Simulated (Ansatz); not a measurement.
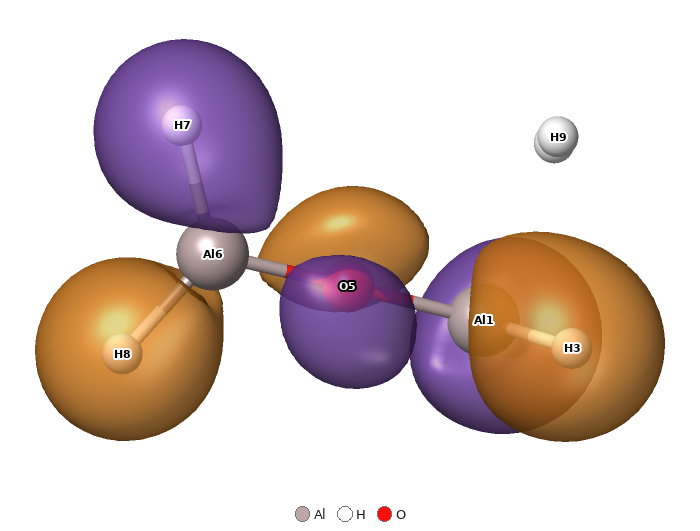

Figure 1: Al2H4O···H2. The HOMO−1 at ±0.08 Å⁻³ᐟ² (orange and purple are the two phases), seen at a tilt.

All numbers below come from RKS PBE0-D4/def2-SVP (Ansatz).

Input file:

```
crystal:
  periodic: [false, false, false]
  atoms:
    - { symbol: Al, position_ang: [0.050725, -0.217224, -0.458539] }
    - { symbol: H, position_ang: [0.06122, -0.326663, 2.29658] }
    - { symbol: H, position_ang: [1.532838, 0.34496, -0.616633] }
    - { symbol: H, position_ang: [-1.252002, 0.680798, -0.64765] }
    - { symbol: O, position_ang: [-0.144547, -1.926393, -0.12604] }
    - { symbol: Al, position_ang: [-0.81474, -3.496556, -0.161989] }
    - { symbol: H, position_ang: [0.088709, -4.711455, 0.311847] }
    - { symbol: H, position_ang: [-2.311549, -3.688581, -0.676712] }
    - { symbol: H, position_ang: [0.018346, -0.868685, 1.819836] }
basis:
  gaussian: { orbitals: def2-SVP }
hamiltonian:
  xc: pbe0
  dispersion: d4
relax:
  f_tol: 0.03
  max_steps: 50
output:
  orbitals: {}
```

Launched as:

```sh
ansatz run input.yaml --threads 1 --pin off --max-ram 2048MiB --backend cpu --events-out ev --progress --plain --runs-dir out
```

The fields are those of the run's last geometry, not of the input's.

**Describe this orbital and give its energy.**

It lies mainly on O5 (about 15 %), Al1 (about 15 %), H3 (about 15 %), Al6 (about 15 %), H4 (about 15 %) and H7 (about 10 %). Its energy is −8.08 eV.
